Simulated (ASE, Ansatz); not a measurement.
## Forces and charges in random rock-salt alloy of HfC and HfN (512 atoms)

What does DFT give for random rock-salt alloy of HfC and HfN (512 atoms) as built?

Program: Ansatz 0.2.0. Level of theory: Kohn-Sham DFT, PBE, PAW (set soft_2), localised support functions (medium). Results are calculated unless marked as measured.

## (1) The starting structure

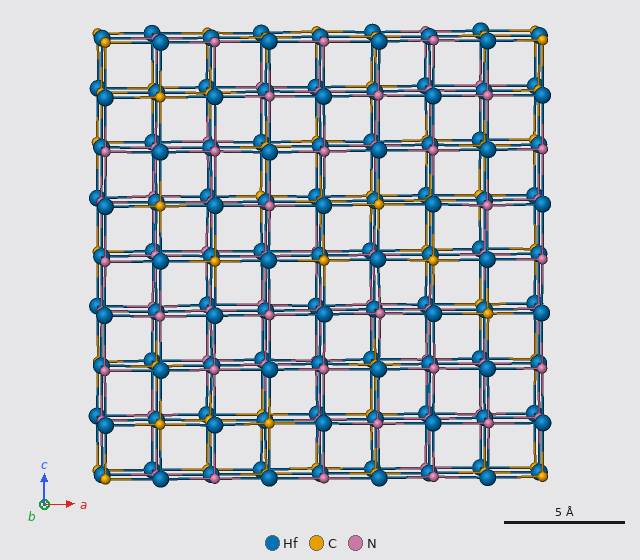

The starting structure, seen in part (hafnium blue, carbon orange, nitrogen pink). Drawn is a slice 6 Å thick, seen along the normal of the ac plane.

The cell holds 512 atoms: 256 Hf, 96 C and 160 N. Its edges and angles: a = 18.272 Å, b = 18.272 Å, c = 18.272 Å, α = 90.0°, β = 90.0°, γ = 90.0°. It derives from HfC (rock-salt) and HfN, repeated 4×4×4. Rock-salt HfC, 4 x 4 x 4 conventional cells, 160 of 256 C sites given to N at random (x = 0.625), lattice by Vegard's rule (a = 4.568 Å); not relaxed, displaced by a Gaussian of 0.02 Å.

What the set-up can't give: The host structure and its lattice constant were typed by rule, without a check against the phase diagram. Sampling is at Γ alone, for a cell whose shortest periodic width is 18 Å. Spin–orbit coupling is left out, which matters for the levels of the heavy elements.

## (2) Support functions medium

The electrons are solved once, with the atoms held.

File input.yaml:

```yaml
crystal:
  lattice:
    - [18.2724, 0.0, 0.0]
    - [0.0, 18.2724, 0.0]
    - [0.0, 0.0, 18.2724]
  atoms:
    - { symbol: Hf, position: [0.99961, 0.99975, 0.99988] }
    - { symbol: C, position: [0.12429, 0.00151, 0.9991] }
    - { symbol: Hf, position: [0.99899, 0.12461, 0.12431] }
    - { symbol: "N", position: [0.12385, 0.12537, 0.12374] }
    - { symbol: Hf, position: [0.12486, 0.00058, 0.12391] }
    - { symbol: "N", position: [0.99984, 0.00028, 0.12748] }
    - { symbol: Hf, position: [0.12421, 0.12473, 0.00043] }
    - { symbol: C, position: [4.0e-05, 0.12539, 0.00088] }
    - { symbol: Hf, position: [0.00073, 0.00115, 0.2494] }
    - { symbol: "N", position: [0.1263, 0.99984, 0.25048] }
    - { symbol: Hf, position: [7.0e-05, 0.12549, 0.37306] }
    - { symbol: "N", position: [0.122, 0.12402, 0.37434] }
    - { symbol: Hf, position: [0.12699, 0.00017, 0.37402] }
    - { symbol: C, position: [0.00072, 0.0002, 0.3746] }
    - { symbol: Hf, position: [0.12558, 0.12416, 0.24961] }
    - { symbol: "N", position: [0.00072, 0.12454, 0.24931] }
    - { symbol: Hf, position: [0.99988, 0.99766, 0.50196] }
    - { symbol: C, position: [0.1258, 0.00067, 0.5015] }
    - { symbol: Hf, position: [0.00049, 0.12489, 0.62388] }
    - { symbol: C, position: [0.12283, 0.12626, 0.62314] }
    - { symbol: Hf, position: [0.12503, 0.99812, 0.6243] }
    - { symbol: "N", position: [0.00158, 0.99846, 0.62479] }
    - { symbol: Hf, position: [0.12554, 0.12641, 0.50209] }
    - { symbol: C, position: [0.99842, 0.12374, 0.50059] }
    - { symbol: Hf, position: [0.00057, 0.99971, 0.75153] }
    - { symbol: C, position: [0.12525, 0.99992, 0.75056] }
    - { symbol: Hf, position: [0.9992, 0.12372, 0.87539] }
    - { symbol: "N", position: [0.12366, 0.12589, 0.87549] }
    - { symbol: Hf, position: [0.12344, 0.99934, 0.87672] }
    - { symbol: "N", position: [0.00095, 0.99966, 0.87438] }
    - { symbol: Hf, position: [0.12436, 0.12653, 0.75019] }
    - { symbol: "N", position: [0.99761, 0.12576, 0.75176] }
    [... 474 atom lines left out ...]
    - { symbol: Hf, position: [0.74943, 0.87446, 0.87389] }
    - { symbol: C, position: [0.87502, 0.87439, 0.87433] }
    - { symbol: Hf, position: [0.87451, 0.74995, 0.87267] }
    - { symbol: "N", position: [0.75059, 0.74957, 0.8769] }
    - { symbol: Hf, position: [0.87498, 0.87557, 0.74841] }
    - { symbol: "N", position: [0.74883, 0.87712, 0.74994] }
kpoints:
  mp_grid: { grid: [1, 1, 1] }
hamiltonian:
  xc: pbe
scf:
  occupations: { method: gaussian, width: 0.05 }
  eigensolver: { kind: { support_functions: { accuracy: medium } } }
  max_iter: 150
output:
  forces: true
  stress: true
  populations: true
  dos:
    method: { smearing: { sigma: 0.15 } }
    de: 0.1
    projected: { site_lists: { C: [C], Hf: [Hf], "N": ["N"] } }
  eigenvalues: true
  write_density: true
  write_potential: true
  volumetric_format: npy
```

Command:

```console
ansatz run input.yaml --threads 32 --pin off --max-ram 143360MiB --backend cuda --events-out ev --progress --plain --runs-dir out
```

Numbers of over 12 decimals in the logs are rounded to 6 here.

The program printed:

```text
Warning: scf.eigensolver.kind.support_functions: disabling space-group detection — the functions' gradient is summed over unrotated k-points, so no spatial operation reduces the k-mesh or symmetrises the density; time reversal is kept, so that k and −k are solved as one point where they differ and the mesh holds both, and exact exchange and, on two spinor components, a DFT+U term hold to it where the run has them: [...]
settings of this run that can trade accuracy for cost: scf.eigensolver.kind.support_functions [...]
Engine: ansatz 0.2.0, aarch64-unknown-linux-gnu
Pseudopotentials: kind: paw
Pseudopotential: Hf, paw, valence charge 26, recommended cutoff 420 eV (normal), Hf.paw.azcp
Pseudopotential: C, paw, valence charge 4, recommended cutoff 420 eV (normal), C.paw.azcp
Pseudopotential: N, paw, valence charge 5, recommended cutoff 420 eV (normal), N.paw.azcp
[... 5 lines on functional and potentials left out ...]
device memory: the entry about to start is reckoned to put 21.6 GiB on a device that reports 182.5 GiB free
GPU FFT provider: cuFFT
GPU libraries: cuBLAS 13.8.1, cuFFT 12.4.0, cuSOLVER 12.3.2
GPU matrix products: emulated (plane waves: as basis.precision tells), large ones in fixed point in workspaces of 1.00 GiB
Crystal: 512 atoms, lattice volume = 6100.800 Å³
Basis set: ecut = 420 eV, 119321 PW (Γ), exchange–correlation on 250×250×250 points (8 copies of the dense FFT grid, shifted against one another)
Bands: 4704, of which v1, the nominal top of the filled ones, is band 3920 counted from 1 (3919 counted from 0)
Symmetry: 1 space group operations
k-points: 1
[... 7 lines on functional and potentials left out ...]
Initial density: superposition of atomic densities (chi_scale 0.1, normalization cell, long waves 16 % of neutral atoms (reshape's long-wave potential 1.16 eV rms, cloud 2.51 Å wide))
Initial wavefunctions: pseudopotential atomic-orbital guess
GPU buffer pool allocated for 1953125 grid points (all kernels)
Functional: x = pbe(κ = 0.804, μ = 0.219515), c = pbe(β = 0.066725)
SCF iter   1: F=—  HF=-4111037.140278 eV  |F-HF|=—  |Δ(HF+E_count)|=         —  Δρ=9.99e-2  dr2=3.99e3  ethr=1.00e-1
preconditioner: auto → Kerker (q_TF=auto, 2.845 Å⁻¹)  [metal: Δε(μ)=0.032 eV  Ē_g=17.921 eV  σ=0.050 eV  W_gap=0.35  n_scr=2372 (ndim 8)  ℏωp=40.7 eV  f_vac=0.000  D(μ)=106.96/eV (n_scr^D=586)]
SCF iter   2: F=—  HF=-4111056.258340 eV  |F-HF|=—  |Δ(HF+E_count)|=    1.91e1  Δρ=5.40e-2  dr2=1.82e3  ethr=5.09e-2
SCF iter   3: F=—  HF=-4110995.897211 eV  |F-HF|=—  |Δ(HF+E_count)|=    6.04e1  Δρ=2.77e-2  dr2=8.67e2  ethr=2.32e-2  κ⁻¹=1.0e0(r=1)
SCF iter   4: F=—  HF=-4111699.351797 eV  |F-HF|=—  |Δ(HF+E_count)|=    7.03e2  Δρ=5.28e-2  dr2=1.28e2  ethr=1.11e-2  κ⁻¹=2.2e-2(r=2)
SCF iter   5: F=—  HF=-4110907.093157 eV  |F-HF|=—  |Δ(HF+E_count)|=    7.92e2  Δρ=6.87e-3  dr2=5.40e0  ethr=1.63e-3  κ⁻¹=2.8e-3(r=3)
SCF iter   6: F=—  HF=-4110921.725907 eV  |F-HF|=—  |Δ(HF+E_count)|=    1.46e1  Δρ=7.57e-3  dr2=3.82e0  ethr=6.89e-5  κ⁻¹=4.2e-4(r=4)
SCF iter   7: F=—  HF=-4110916.326335 eV  |F-HF|=—  |Δ(HF+E_count)|=    5.40e0  Δρ=2.25e-3  dr2=1.76e0  ethr=4.87e-5  κ⁻¹=1.4e-4(r=5)
SCF iter   8: F=—  HF=-4110916.123252 eV  |F-HF|=—  |Δ(HF+E_count)|=   2.03e-1  Δρ=8.26e-4  dr2=6.02e-2  ethr=2.25e-5  κ⁻¹=2.3e-5(r=6)
SCF iter   9: F=—  HF=-4110916.760510 eV  |F-HF|=—  |Δ(HF+E_count)|=   6.37e-1  Δρ=1.15e-3  dr2=7.30e-2  ethr=7.68e-7  κ⁻¹=2.3e-5(r=6)
SCF iter  10: F=—  HF=-4110916.910793 eV  |F-HF|=—  |Δ(HF+E_count)|=   1.50e-1  Δρ=5.58e-4  dr2=2.09e-2  ethr=7.68e-7  κ⁻¹=2.3e-6(r=7)
[...]
SCF iter  13: F=—  HF=-4110917.086860 eV  |F-HF|=—  |Δ(HF+E_count)|=   4.09e-2  Δρ=9.62e-5  dr2=5.43e-4  ethr=4.53e-8  κ⁻¹=6.5e-5(r=7)
SCF iter  14: F=—  HF=-4110917.119901 eV  |F-HF|=—  |Δ(HF+E_count)|=   3.30e-2  Δρ=3.69e-5  dr2=1.28e-4  ethr=6.92e-9  κ⁻¹=1.9e-5(r=7)
SCF iter  15: F=—  HF=-4110917.145853 eV  |F-HF|=—  |Δ(HF+E_count)|=   2.60e-2  Δρ=4.14e-5  dr2=9.19e-5  ethr=1.64e-9  κ⁻¹=1.9e-5(r=7)
SCF iter  16: F=—  HF=-4110917.166842 eV  |F-HF|=—  |Δ(HF+E_count)|=   2.10e-2  Δρ=2.82e-5  dr2=3.25e-5  ethr=1.17e-9  κ⁻¹=7.9e-5(r=7)
SCF iter  17: F=—  HF=-4110917.184018 eV  |F-HF|=—  |Δ(HF+E_count)|=   1.72e-2  Δρ=1.03e-5  dr2=5.79e-6  ethr=4.14e-10  κ⁻¹=1.3e-4(r=7)
SCF iter  18: F=—  HF=-4110917.198734 eV  |F-HF|=—  |Δ(HF+E_count)|=   1.47e-2  Δρ=7.37e-6  dr2=3.43e-6  ethr=7.38e-11  κ⁻¹=9.6e-5(r=7)
SCF iter  19: F=—  HF=-4110917.211497 eV  |F-HF|=—  |Δ(HF+E_count)|=   1.28e-2  Δρ=6.84e-6  dr2=2.88e-6  ethr=4.38e-11  κ⁻¹=3.1e-5(r=7)
SCF iter  20: F=—  HF=-4110917.222738 eV  |F-HF|=—  |Δ(HF+E_count)|=   1.12e-2  Δρ=9.42e-6  dr2=4.04e-6  ethr=3.67e-11
Mixer restart at iter 20: flushing history
SCF iter  21: F=-4110917.222730 eV  HF=-4110917.222731 eV  |F-HF|=4.38e-7  |Δ(HF+E_count)|=   7.29e-6  Δρ=3.04e-6  dr2=7.74e-7  ethr=3.67e-11
SCF 1 converged in 21 iterations: F = -4110917.502446 eV  dr2 = 7.74e-7
  greatest PAW one-centre occupation: 0.998 electrons in one spin orbital (limit 2), on the Hf atom at site 490 (counted from 0), in its partial waves of l = 0
output.dos: on the support functions the solved levels are converged up to 3.406 eV from the Fermi level, so that the curves end at 2.591 eV, below the run's highest bands: a larger scf.n_extra_bands or scf.max_iter (beside forces or a stress its default or more) can extend them
SCF converged after 21 iterations
Stability not checked: this state was not tested for a lower state beside it, because the mixer in use, unlike msr1, does not test its closes by its own steps (another_mixer; see scf.mixing.algorithm and scf.lower_state_search)
Free energy (F): -4110917.502446 eV
Harris-Foulkes:  -4110917.502447 eV  (|F-HF|=4.38e-7)
Internal energy: -4110917.169568 eV  (E = F + TS)
E sigma→0 (E₀):  -4110917.336007 eV
Entropy (-TS):   -0.332878 eV (-0.650 meV/atom)
Fermi energy:    22.564714 eV
--- Per-component energies (eV) ---
  E_band       = 39231.873005
  E_kinetic    = 138249.820054
  E_local      = -1236348.868612  (includes V_loc(G=0)·N_el)
  E_nonlocal   = -308466.356713
  E_softening  = 0.034363  (part of E_nonlocal)
  E_grid_corr  = -0.170011  (part of E_nonlocal)
  E_hartree    = 585969.405559
  E_xc         = -91404.113577
  E_vxc        = -86618.134880  (∫ρ·V_xc dr)
  E_paw        = -1803416.759518  (= ΣΔE_a)
  E_vpaw       = 360476.962842  (= ΣTr[D̂ρ^β])
  E_aug_tail   = 0.015857  (compensation charges beyond the density's cutoff)
  E_ewald      = -1395500.032903
  E_smearing   = -0.332878  (= −TS)
  E_closure    = -0.000000  (closes the sum)
  E_support_correction = -0.279716  (second-order, or where that is not computed along the SCF)
  E_support_correction_error = 2.8e-2  (of E_support_correction; not in F)
  Σ components = -4110917.502446   (vs F -4110917.502446, Δ=0.00e0)
--- Forces (eV/Å), atoms counted from 1 ---
[... 512 lines of forces left out ...]
  max |Σ_I F_I| component: 2.91e-2 eV/Å
--- Stress (GPa, compression-positive) ---
        4.052759       0.006886      -0.077620
        0.006886       3.864379       0.037651
       -0.077620       0.037651       3.938789
  P = ⅓ Tr σ = 3.9520 GPa (39.520 kbar)
--- Band table (eV) ---
[... left out ...]
--- Löwdin populations: 512 sites ---
  site symbol       q [e]
[... 512 lines, one an atom, left out ...]
  spilling = 0.001633 (of n_electrons = 7840.000000)
```

The job ended after 54 s (1 × NVIDIA GB200 with 32 threads of Arm Neoverse V2, shared host; peak memory 6.5 GiB; 2.1 min of CPU time).

That memory is the host's; the program planned up to 21.6 GiB on the GPU. Forces of this run were stored rounded, and per-atom blocks of the log weren't kept.

The program notes that the band table was not solved further than the SCF left it, the residuals of the support functions stagnated and it switched symmetry off.

Numbers from this run:

- free energy: -4110917.5024 eV
- free energy per atom: -8029.1357 eV/atom
- SCF cycles: 21
- pressure: 3.952 GPa
- r.m.s. force component: 0.3719 eV/Å
- longest force: 1.771 eV/Å
- Fermi energy: 22.56 eV
- levels partly filled by over 2 per cent: 20
- spilling of the projection: 0.001633

Length of the force by element:

```
element  coordination  atoms  mean length of the force (eV/Å)  spread   least  most
      C           all     96                            0.562   0.228   0.142  1.33
     Hf           all    256                            0.659   0.279  0.0832  1.77
      N           all    160                            0.499   0.197  0.0522  1.07
```

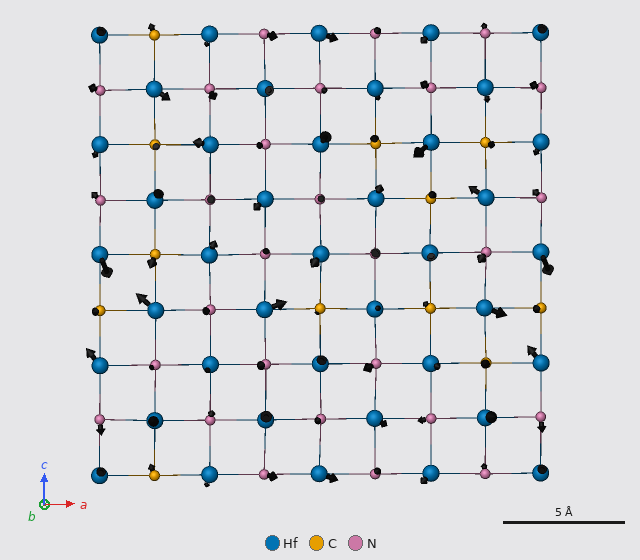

Forces as arrows; the longest in the cell is 1.77 eV/Å. Drawn is a slice 4 Å thick, seen along the normal of the ac plane.

Löwdin charges by element (they lack the spilled electrons, 0.025 e an atom on average):

```
element  coordination  atoms  mean charge (e)  spread   least    most
      C           all     96           -0.758   0.008  -0.777  -0.737
     Hf           all    256            0.763  0.0176   0.715   0.829
      N           all    160           -0.686  0.0087  -0.710  -0.668
```

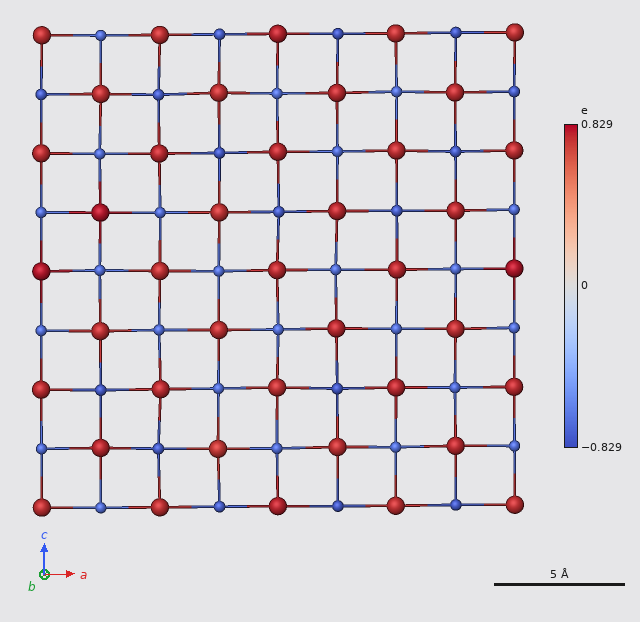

Atoms coloured by Löwdin charge. Drawn is a slice 4 Å thick, seen along the normal of the ac plane.

States in the cell by windows of 1 eV, zero at the Fermi level; some projections on atomic orbitals stand beside the total:

```
from (eV)  to (eV)   total   Hf d    N p    C p    Hf f
      -18      -17     0.0    0.0    0.0    0.0     0.0
      -17      -16    29.0    1.8    0.1    0.1     0.2
      -16      -15   273.2   53.1    0.4    0.4     5.5
      -15      -14    17.7    2.3    0.0    0.0     0.7
      -14      -13     0.3    0.0    0.0    0.0     0.3
      -13      -12  2864.2    5.7    3.7    1.3  2835.5
      -12      -11   776.6   12.4    1.3    1.1   722.3
      -11      -10   129.8   32.7    1.7    1.0     9.7
      -10       -9     4.9    0.9    0.0    0.0     0.3
       -9       -8     7.1    2.8    2.7    0.6     0.0
       -8       -7    84.7   28.8   37.4    5.1     0.4
       -7       -6   223.6   64.9  109.0   17.0     1.1
       -6       -5   362.1  103.0  216.2   17.0     1.2
       -5       -4   383.5  116.8  192.7   54.0     1.5
       -4       -3   344.6  140.6   42.6  145.3     1.2
       -3       -2   119.7   46.5   21.1   47.7     0.6
       -2       -1    41.8   17.6    8.1   14.7     0.2
       -1        0   140.6   91.3   25.2   19.2     0.4
        0        1   146.4  112.3   13.5   12.3     0.3
        1        2   145.6  109.4   19.2    9.2     0.3
```

The stored curve holds about 5803 of the 7840 electrons; the rest, give or take the few that broadening carries across the Fermi level, lie in deeper levels below its range.

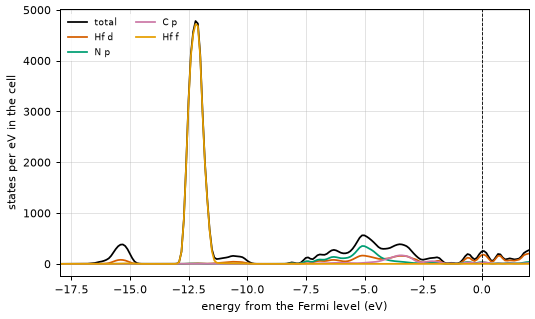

Total and projected density of states, with the broadening of the input.

Not all projections were asked for or kept, so they needn't add up to the total.

The levels nearest the highest filled one (over half full), pooled over k-points and spins:

```
level less the highest filled one (eV)  occupation
                               -0.0321        1.66
                               -0.0218        1.50
                               -0.0091        1.24
                                -0.007        1.20
                               -0.0011        1.07
                                     0        1.04
                                0.0126       0.762
                                0.0183       0.642
                                0.0253       0.506
                                0.0385         0.3
                                 0.044       0.233
                                0.0499       0.174
```

Mean Löwdin charges: C -0.76, Hf +0.76, N -0.69 e. Within 0.4 eV of the Fermi level the largest share is Hf d (71 % of the projected weight).

## (3) Structure statistics

These statistics describe the geometry on which the runs were made.

Density 13.4 g/cm³, 11.92 Å³ an atom.

g(r), total and by pair (bins of 0.2 Å):

```
r (Å)  total  Hf-Hf  Hf-N  Hf-C    N-N    N-C    C-C
 2.20   3.91   0.00  7.96  7.60   0.00   0.00   0.00
 2.40   1.54   0.00  2.96  3.29   0.00   0.00   0.00
 2.60   0.00   0.00  0.00  0.00   0.00   0.00   0.00
 2.80   0.00   0.00  0.00  0.00   0.00   0.00   0.00
 3.00   0.00   0.00  0.00  0.00   0.00   0.00   0.00
 3.20   5.43  10.85  0.00  0.00  10.92  10.72  11.06
 3.40   0.03   0.06  0.00  0.00   0.07   0.04   0.10
 3.60   0.00   0.00  0.00  0.00   0.00   0.00   0.00
 3.80   0.07   0.00  0.13  0.14   0.00   0.00   0.00
 4.00   2.35   0.00  4.71  4.70   0.00   0.00   0.00
 4.20   0.00   0.00  0.00  0.00   0.00   0.00   0.00
 4.40   0.01   0.02  0.00  0.00   0.03   0.02   0.08
 4.60   1.35   2.71  0.00  0.00   2.68   2.74   2.60
 4.80   0.00   0.00  0.00  0.00   0.00   0.00   0.00
 5.00   1.78   0.00  3.56  3.55   0.00   0.00   0.00
 5.20   2.59   0.00  5.15  5.15   0.00   0.00   0.00
 5.40   0.00   0.00  0.00  0.00   0.00   0.01   0.00
 5.60   3.63   7.27  0.00  0.00   7.25   7.28   7.24
 5.80   0.00   0.00  0.00  0.00   0.01   0.00   0.00
 6.00   0.00   0.00  0.00  0.00   0.00   0.00   0.00
 6.20   0.00   0.00  0.00  0.00   0.00   0.00   0.00
 6.40   1.24   2.51  0.00  0.00   2.42   2.54   2.45
 6.60   0.12   0.22  0.00  0.00   0.29   0.22   0.22
 6.80   2.89   0.00  5.76  5.82   0.00   0.00   0.00
 7.00   0.14   0.00  0.29  0.25   0.00   0.00   0.00
 7.20   2.17   4.35  0.00  0.00   4.33   4.39   4.30
 7.40   0.01   0.01  0.02  0.01   0.01   0.01   0.01
 7.60   1.97   0.00  3.94  3.96   0.00   0.00   0.00
```

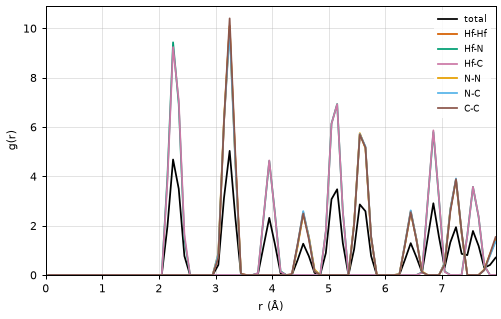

Pair distribution functions, lightly smoothed.

Bonds by pair of elements; cutoffs follow the first minimum of g(r), held within bounds set by covalent radii, and pairs that aren't listed don't count as bonded (cutoffs were set anew for this text, so counts can differ from the run's own analysis):

```
pair A-B  cutoff (Å)  bonds  mean length (Å)  spread (Å)  shortest (Å)  B about A  A about B
    Hf-N        2.73    960             2.28       0.028          2.19       3.75          6
    Hf-C        2.73    576             2.29       0.028          2.21       2.25          6
```

How many atoms have how many bonded neighbours:

```
element  mean    6
      C     6   96
     Hf     6  256
      N     6  160
```

Bond angles (no mean is given where the spread exceeds 20°):

```
  angle  count  mean (°)  spread (°)
Hf-N-Hf   2400         -           -
 C-Hf-N   1784         -           -
 N-Hf-N   1508         -           -
Hf-C-Hf   1440         -           -
 C-Hf-C    548         -           -
```

With the cutoffs above, all C atoms have 6, all Hf atoms have 6 and all N atoms have 6 bonded neighbours.

Local excerpt of 13 atoms (numbers count through the whole input) about Hf17, which bears the longest force; x, y, z are measured from there.

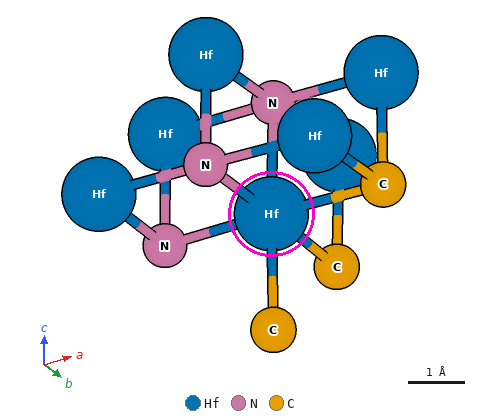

The atoms of the table, within 3.2 Å (arrows a, b, c point along x, y, z); some may hide others; the central atom is ringed.

```
 atom      x      y      z  distance (Å)  bonds  Löwdin charge (e)     Fx     Fy  Fz (eV/Å)
 Hf17   0.00   0.00   0.00          0.00      6               0.75   0.51   1.24      -1.15
  N22   0.03   0.01   2.24          2.24      6              -0.69  -0.32  -0.14       0.30
 N402  -2.26   0.06   0.00          2.26      6              -0.69  -0.34  -0.48      -0.38
 N120  -0.01  -2.26  -0.02          2.26      6              -0.67  -0.12   0.07      -0.39
  C18   2.30   0.05  -0.01          2.30      6              -0.76  -0.24  -0.44      -0.53
  C24  -0.03   2.30  -0.03          2.30      6              -0.75   0.36   0.11      -0.57
  C14   0.02   0.05  -2.33          2.33      6              -0.78  -0.28  -0.38      -0.02
Hf115  -0.01  -2.25   2.21          3.15      6               0.77   0.23  -0.33       1.18
Hf503  -2.26  -2.22   0.01          3.17      6               0.80  -0.33  -0.92      -0.57
Hf119   2.26  -2.25  -0.05          3.19      6               0.75   0.68   0.17       0.12
 Hf21   2.29   0.01   2.24          3.20      6               0.78   0.24   0.66       0.29
Hf405  -2.26   0.09   2.26          3.20      6               0.75  -0.59  -0.01       0.39
 Hf19   0.01   2.32   2.23          3.22      6               0.74  -0.02   0.31       0.01
```

The column of bonds counts only the pairs Hf-N within 2.73 Å, Hf-C within 2.73 Å; other neighbours, such as metal atoms beside each other in a compound, aren't counted, and periodic images can show an atom twice.

## (4) What came out

```json
{
  "free energy per atom": "-8029.1357 eV/atom",
  "density": "13.36 g/cm³",
  "pressure": "3.952 GPa",
  "r.m.s. force component": "0.3719 eV/Å",
  "wall time of the 1 DFT run": "54 s"
}
```

In words: 20 levels are partly filled, by over 2 % (at Γ alone): no clear gap opens at this level. With the cutoffs above, all C atoms have 6, all Hf atoms have 6 and all N atoms have 6 bonded neighbours.

What to keep in mind: The geometry was built by rule, was displaced at random and isn't relaxed at this level: its force components are 0.37 eV/Å r.m.s. The residuals of the support functions stagnated before their target. The pressure of 4.0 GPa belongs to a cell and atoms that aren't relaxed at this level.

[Logs are printed without paths, hosts, clocks, repeated set-up lines and the standing remarks that a program may print on its own settings, such as how far it seeks lower states.]

[Hosts, paths, dates, database ids (printed as entryN), source tags and the programs' standing remarks are cut or masked in the printed files.]
